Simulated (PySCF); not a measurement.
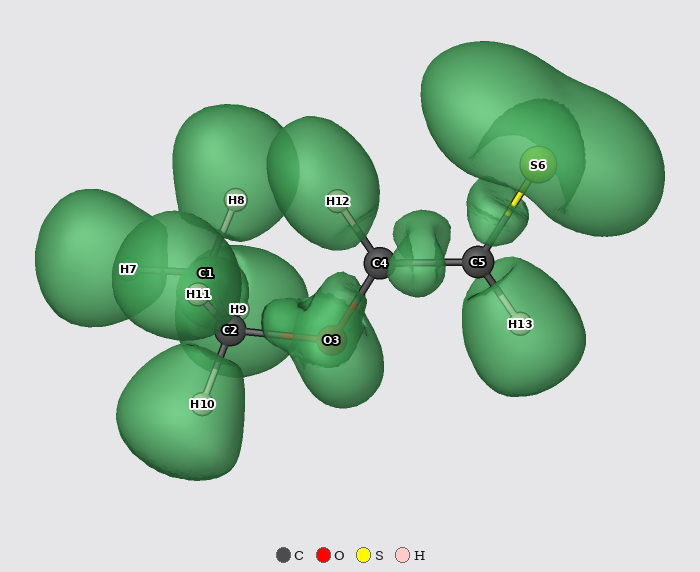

Figure. C4H7OS (SMILES CCO[CH]C=S) (doublet). Isosurface of the ELF at 0.75 (green), seen at a tilt. Core shells and regions of very low density are left out.

Geometry: GFN2-xTB.

These are results of PySCF, UKS B3LYP, pcH-1 on C H O S, non-relativistic, mean-field spin-orbit, GIAO, not measurements.

```xyz
13

C    -1.8351    0.2766   -0.3881
C    -0.9141   -0.9143   -0.1467
O     0.3758   -0.7001   -0.6935
C     1.2023    0.0908   -0.0024
C     2.4090    0.4641   -0.4896
S     3.4623    1.4496    0.4006
H    -2.8215    0.0620    0.0124
H    -1.4431    1.1676    0.0977
H    -1.9187    0.4720   -1.4541
H    -1.2976   -1.8012   -0.6564
H    -0.8356   -1.1232    0.9277
H     0.8862    0.4186    0.9834
H     2.7257    0.1380   -1.4700
```

Q: Describe the localisation domains.

A: At this value the surface marks out two regions between bonded C–C atoms (shared pairs), one region between bonded C–S atoms (shared pairs), seven regions around hydrogen nuclei, one region on O in which the atom's valence shell and bonds are merged and one ring or bowl of non-bonding electrons around S. Along the contacts the grid gives the following. C–O (1.34 Å): the ELF peaks at about 0.85 between the atoms; a shared but strongly polarised pair. C–C (1.35 Å): the ELF peaks at about 0.95 between the atoms; localised, covalent bonding.
